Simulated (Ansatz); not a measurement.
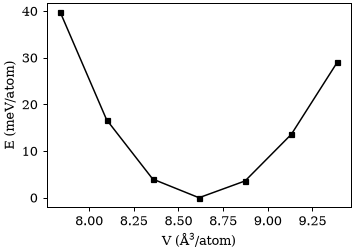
Figure: Be2Fe in space group P6_3/mmc (No. 194; Be on 6h, Be on 2a, Fe on 4f) under volume change, r²SCAN (plane waves, PAW; program Ansatz), shape and atoms relaxed at each volume.

What does a third-order Birch–Murnaghan fit give for V₀, B₀ and B′?

V₀ = 8.62 Å³/atom, B₀ = 155 GPa, B′ = 4.1.

The workflow started from an entry of the Crystallography Open Database (COD). Its standing as an ambient phase is unchecked. The cell was relaxed with r²SCAN under the symmetry of its start; whether a distortion lowers the energy is not shown. Magnetic state: ferromagnetic, chosen from 2 collinear starts compared on coarse meshes (ties went to the first, and starts can fall back to one state), not a proven ground state. Other orbital occupations within this spin state were not tried.

Potentials: the later of the program's two PAW sets.
